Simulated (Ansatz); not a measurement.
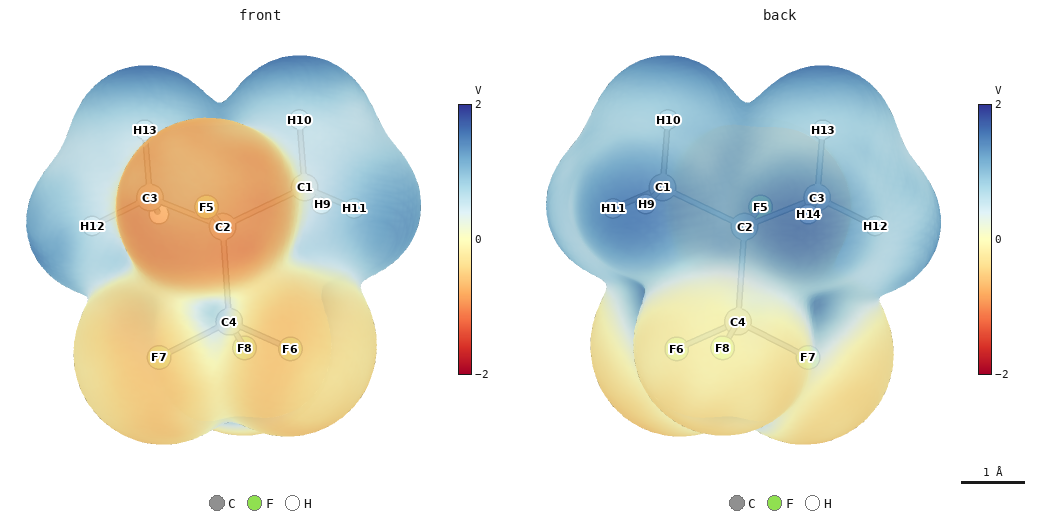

Figure. C₄H₆F₄ (SMILES CC(C)(F)C(F)(F)F). The electrostatic potential painted on the density surface at 0.004 e/bohr³, seen from the front and from behind; the colour scale runs from red (negative) to blue (positive).

Geometry: PBE0-D3(BJ)/def2-SVP.

Theory: isolated molecule in a Gaussian basis; Kohn-Sham density functional theory, functional PBE0 in Ansatz.

```xyz
14

C    -0.5292   -1.2028    1.0356
C    -1.3848   -0.9616   -0.1900
C    -1.8676   -2.2341   -0.8532
C    -2.5704   -0.0513    0.1532
F    -0.6383   -0.2481   -1.1086
F    -2.1646    1.1003    0.6826
F    -3.2971    0.2307   -0.9253
F    -3.3715   -0.6511    1.0419
H    -1.0997   -1.7253    1.8155
H     0.3364   -1.8183    0.7551
H    -0.1681   -0.2466    1.4374
H    -2.4423   -1.9939   -1.7577
H    -0.9987   -2.8432   -1.1375
H    -2.5022   -2.8157   -0.1708
```

Describe the electrostatic potential map.

Answer. The most negative region (about −0.9 V) lies over F5, the most positive (about +1.5 V) over H9, H10, H13 and H14.
